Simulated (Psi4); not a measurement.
**How methods differ on GeCNF3 (SMILES N#[C][Ge]([F])([F])[F])**

The species is GeCNF3 (6 atoms), meant as a singlet with charge 0. As SMILES, `N#[C][Ge]([F])([F])[F]`. Geometry: optimised at PBE0/def2-TZVP.

Quantity: the HOMO–LUMO gap, in eV. The values are calculated.

```
                                 level                    kind  program  value (eV)  CPU time
   PBE-D4/def2-TZVPP (density fitting)                     GGA     Psi4        6.98      71 s
r2SCAN-D4/def2-TZVPP (density fitting)                meta-GGA     Psi4        7.66   3.8 min
 B3LYP-D4/def2-TZVPP (density fitting)           global hybrid     Psi4        9.08      50 s
  PBE0-D4/def2-TZVPP (density fitting)           global hybrid     Psi4        9.62      45 s
  wB97M-V/def2-TZVPP (density fitting)  range-separated hybrid     Psi4       14.20   2.2 min
```

All-electron rows without a relativistic Hamiltonian named are non-relativistic. The values span 6.98 to 14.20 eV. Orbital gaps aren't excitation energies; they tend to grow with the share of exact exchange. Times are those of the runs behind each value, whatever else they computed, on shared processors of several kinds: orders of magnitude only.

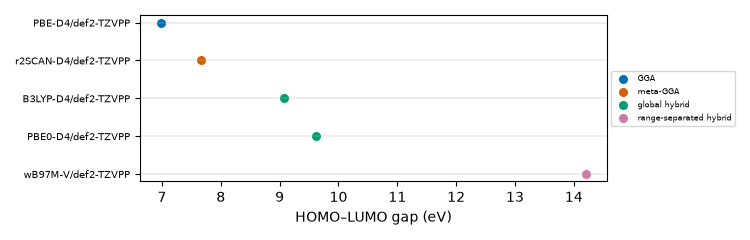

The values of the table, level by level.
